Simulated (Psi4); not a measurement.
# B3LYP/def2-SVP (sweep point 4) run of PN (phosphorus nitride)

Aim: the energy change on altering one bond length of PN (phosphorus nitride) at B3LYP/def2-SVP (sweep point 4), from 2 runs. The job is set up through a Python script.

The results are computed with Psi4 1.11.

## 1. Starting point

PN has 2 atoms, charge 0, and is taken as a singlet. SMILES: `N#P`. The bond length is the measured one.

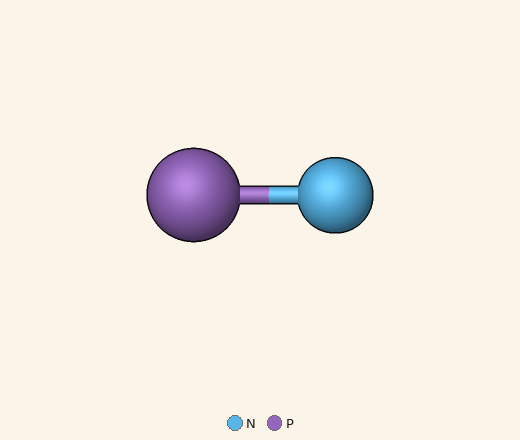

Viewed from a chosen angle; nitrogen blue, phosphorus purple.

## 2. The energy at B3LYP/def2-SVP (sweep point 4)

The input, job.py:

```python
import psi4

psi4.set_memory('1600 MB')
psi4.set_num_threads(1)
psi4.core.set_output_file('run.log', False)

molecule = psi4.geometry("""
N      0.000000     0.000000     0.000000
P      0.000000     0.000000     1.490866
symmetry c1
""")

psi4.set_options({
    'basis': 'def2-SVP',
    'puream': True,
    'scf_type': 'pk',
    'dft_radial_points': 99,
    'dft_spherical_points': 590,
})

E, wfn = psi4.energy("b3lyp", molecule=molecule, return_wfn=True)
print(f'total energy {E:.8f} hartree = {E * 27.211386:.5f} eV')
```

Started as:

```sh
$ python job.py
```

run.log:

```text
[...]
  Running in c1 symmetry.
[...]
  Nuclear repulsion =   37.269350243650337
[...]
  Multiplicity = 1
[...]
  Nalpha       = 11
  Nbeta        = 11
[...]
    Number of basis functions: 32
[...]
   @RKS iter   1:  -395.55632368451620   -8.03093e-02   2.65244e-02 DIIS/ADIIS
[...]
   @RKS iter   9:  -395.92736583809653   -1.93245e-09   1.66872e-07 DIIS
[...]
    Orbital Energies [Eh]
    ---------------------
    Doubly Occupied:
       1A    -77.089631     2A    -14.356923     3A     -6.595446
       4A     -4.760305     5A     -4.760305     6A     -4.756735
       7A     -0.846518     8A     -0.487970     9A     -0.334787
      10A     -0.334787    11A     -0.324073
[...]
  @RKS Final Energy:  -395.92736583809653
   => Energetics <=
    Nuclear Repulsion Energy =             37.2693502436503366
    One-Electron Energy =                -619.7994898561810260
    Two-Electron Energy =                 210.8439002702876337
    DFT Exchange-Correlation Energy =     -24.2411264958535249
    Empirical Dispersion Energy =           0.0000000000000000
    VV10 Nonlocal Energy =                  0.0000000000000000
    Total Energy =                       -395.9273658380965344
[...]
 Multipole Moments:
 ------------------------------------------------------------------------------------
     Multipole            Electronic (a.u.)      Nuclear  (a.u.)        Total (a.u.)
 ------------------------------------------------------------------------------------
 L = 1.  Multiply by 2.5417464519 to convert [e a0] to [Debye]
 Dipole X            :          0.0000000            0.0000000            0.0000000
 Dipole Y            :         -0.0000000            0.0000000           -0.0000000
 Dipole Z            :          1.4144319           -0.4240837            0.9903482
 Magnitude           :                                                    0.9903482
[...]
```

On the terminal:

```text
total energy -395.92736584 hartree = -10773.73238 eV
```

Run time: 6 s. Hardware: 1 thread of Intel Xeon Platinum 8259CL at 2.50GHz (Skylake/Cascade Lake), shared host; peak memory 0.3 GiB.

## 3. The distorted shape, same level

The input, calc.py:

```python
import psi4

psi4.set_memory(1600000000)
psi4.set_num_threads(1)
psi4.core.set_output_file('output.dat', False)

molecule = psi4.geometry("""
0 1
N      0.000000     0.000000    -0.298134
P      0.000000     0.000000     1.490866
symmetry c1
""")

psi4.set_options(dict(puream=True, scf_type='pk', dft_radial_points=99, dft_spherical_points=590))

e = psi4.energy('b3lyp/def2-SVP', molecule=molecule)
print(f'b3lyp/def2-SVP energy: {e:.10f} Eh')
```

Started as:

```sh
$ python calc.py
```

output.dat:

```text
[...]
  Running in c1 symmetry.
[...]
  Nuclear repulsion =   31.058472398183344
[...]
  Multiplicity = 1
[...]
  Nalpha       = 11
  Nbeta        = 11
[...]
    Number of basis functions: 32
[...]
   @RKS iter   1:  -395.41468129932832   -2.64334e-01   2.81945e-02 DIIS/ADIIS
[...]
   @RKS iter  10:  -395.86015967293304   -2.43818e-09   2.18291e-07 DIIS
[...]
    Orbital Energies [Eh]
    ---------------------
    Doubly Occupied:
       1A    -77.127025     2A    -14.404044     3A     -6.620645
       4A     -4.786150     5A     -4.786150     6A     -4.782832
       7A     -0.774881     8A     -0.527074     9A     -0.324823
      10A     -0.299275    11A     -0.299275
[...]
  @RKS Final Energy:  -395.86015967293304
   => Energetics <=
    Nuclear Repulsion Energy =             31.0584723981833442
    One-Electron Energy =                -607.1683190649495145
    Two-Electron Energy =                 204.3520492414796195
    DFT Exchange-Correlation Energy =     -24.1023622476464290
    Empirical Dispersion Energy =           0.0000000000000000
    VV10 Nonlocal Energy =                  0.0000000000000000
    Total Energy =                       -395.8601596729330367
[...]
 Multipole Moments:
 ------------------------------------------------------------------------------------
     Multipole            Electronic (a.u.)      Nuclear  (a.u.)        Total (a.u.)
 ------------------------------------------------------------------------------------
 L = 1.  Multiply by 2.5417464519 to convert [e a0] to [Debye]
 Dipole X            :         -0.0000000            0.0000000           -0.0000000
 Dipole Y            :         -0.0000000            0.0000000           -0.0000000
 Dipole Z            :          1.4585566           -0.5088893            0.9496673
 Magnitude           :                                                    0.9496673
[...]
```

Standard output:

```text
b3lyp/def2-SVP energy: -395.8601596729 Eh
```

Run time: 6.3 s. Hardware: 1 thread of Intel Xeon Platinum 8259CL at 2.50GHz (Skylake/Cascade Lake), shared host; peak memory 0.29 GiB.

## 4. Results

Level: B3LYP/def2-SVP (sweep point 4).

| quantity | value |
| --- | --- |
| first shape: total energy | -395.92737 Eh |
| first shape: dipole moment | 2.52 D |
| first shape: HOMO energy | -8.82 eV |
| first shape: LUMO energy | -2.22 eV |
| first shape: HOMO–LUMO gap | 6.60 eV |
| distorted shape: total energy | -395.86016 Eh |
| distorted shape: dipole moment | 2.41 D |
| distorted shape: HOMO energy | -8.14 eV |
| distorted shape: LUMO energy | -3.38 eV |
| distorted shape: HOMO–LUMO gap | 4.77 eV |
| energy change with the N1–P2 bond stretched from 1.491 to 1.789 Å | 1.829 eV |

In words: With the N1–P2 bond stretched from 1.491 to 1.789 Å the energy rises by 1.83 eV (176 kJ/mol). The first shape isn't relaxed at this level, so the change isn't measured from a minimum.
